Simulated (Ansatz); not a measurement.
**CH4AlClF (doublet): density, localisation and related maps**

```xyz
8

Al    0.1037    0.8869   -0.1055
H    -0.6283   -0.4161    1.6165
C     1.7286    0.0949   -0.8750
H     1.7054   -1.0025   -0.7735
H     1.8147    0.3400   -1.9455
H     2.6316    0.4764   -0.3726
Cl   -1.6514   -0.4831   -0.1560
F     0.1511    0.1035    1.8408
```

Computed with Ansatz 0.2.0, UKS PBE0-D4/def2-SVP.

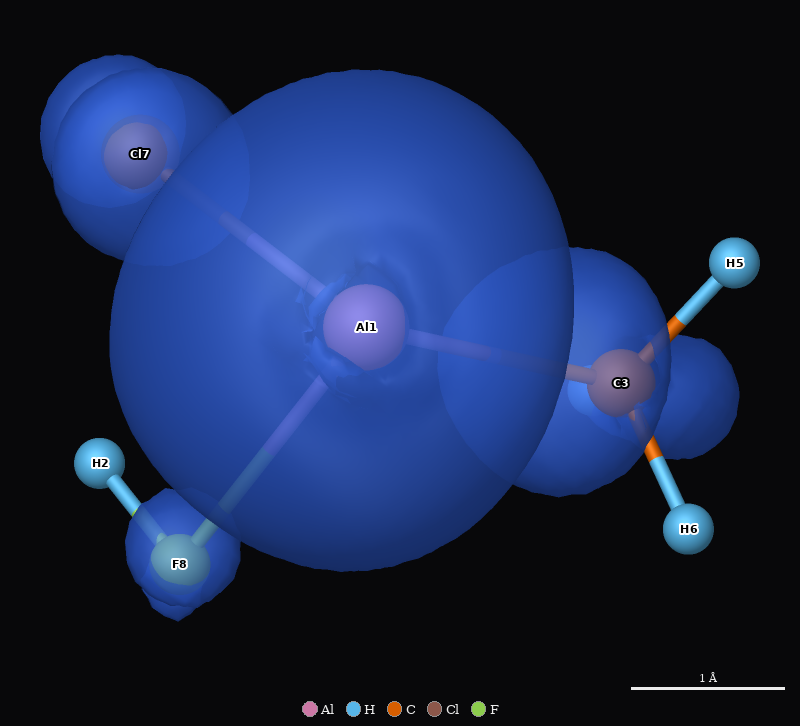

Figure 1. Isosurfaces of the spin density (α minus β) at +0.015 (blue) and −0.015 e/Å³ (red), seen across its widest extent.

Question: Where is the unpaired spin?

Answer: The unpaired spin (1 electron) lies mostly on Al1 (about 0.8) and C3 (about 0.1), in electrons by Hirshfeld's partition. Only one sign reaches the isovalue.

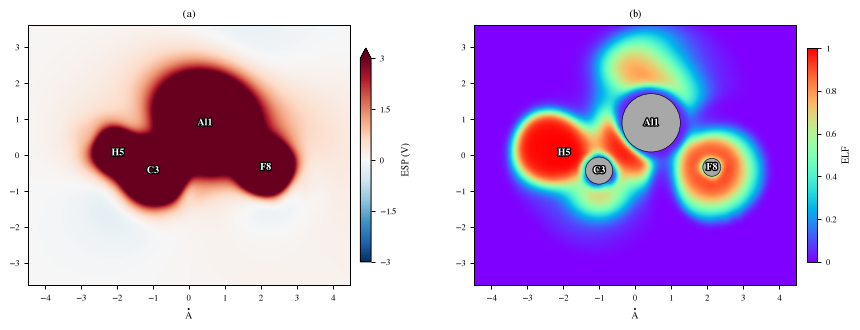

Figure 2. (a) molecular electrostatic potential; (b) electron localisation function on the plane of atoms Al1, C3 and H5. Grey discs cover the atomic cores in the ELF map.

Question: What do the fields say about this system?

Answer: The section cuts through Al, C, H and F sites. C–Al (1.96 Å): the ELF peaks at about 0.95 between the atoms (a polar covalent bond). Al–F (2.10 Å): the ELF is about 0.25 at the midpoint. C–H (1.10 Å): the ELF climbs to about 1 towards the hydrogen, as it does in any bond to H: an ordinary covalent bond to hydrogen. The ELF also peaks beside F8, away from the bonds: non-bonding electrons, paired or unpaired. The potential has no marked negative region in this plane.

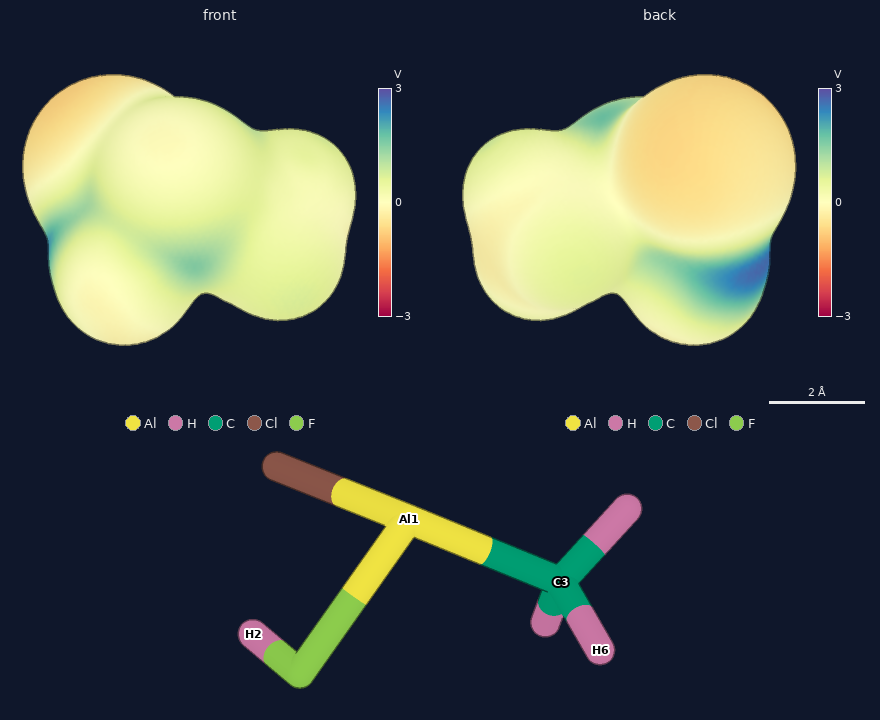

Figure 3. The molecular electrostatic potential painted on the density surface at 0.002 e/bohr³, seen from the front and from behind; the colour scale runs from red (negative) to blue (positive). The bare structure is drawn below in the same view.

Question: Describe the electrostatic potential map.

Answer: The most negative region (about −0.7 V) lies over Cl7, the most positive (about +2.6 V) over H2.
